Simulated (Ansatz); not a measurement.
| atom | x (Å) | y (Å) | z (Å) |
| --- | --- | --- | --- |
| Al | 0.1364 | -0.2335 | -0.9964 |
| S | 0.1513 | -0.2514 | 1.5081 |
| H | 0.5169 | 1.0602 | 1.6030 |
| H | -1.1740 | 0.0605 | 1.6060 |
| F | 1.7858 | -0.1981 | -1.2743 |
| F | -0.6990 | 1.2088 | -1.1791 |
| F | -0.7173 | -1.6465 | -1.2673 |

Geometry: PBE-D4/def2-SVP.

Computed with Ansatz, RKS PBE0-D4/def2-TZVP.

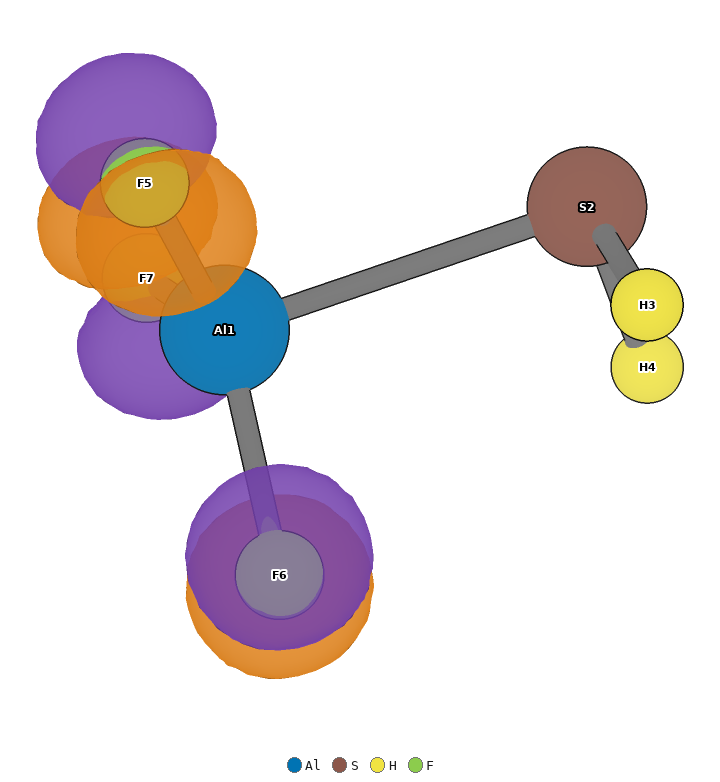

AlF$_{3}$H$_{2}$S (Al(H2S)F3). The HOMO−1 at ±0.2 Å⁻³ᐟ² (orange and purple are the two phases), seen from one side.

Question: What is the character of this orbital?

Answer: Its weight (Hirshfeld) is mainly on F6 (about 35 %), F5 (about 30 %) and F7 (about 30 %); largely a combination of lone pairs on F6, F5 and F7. Its energy is −10.70 eV.
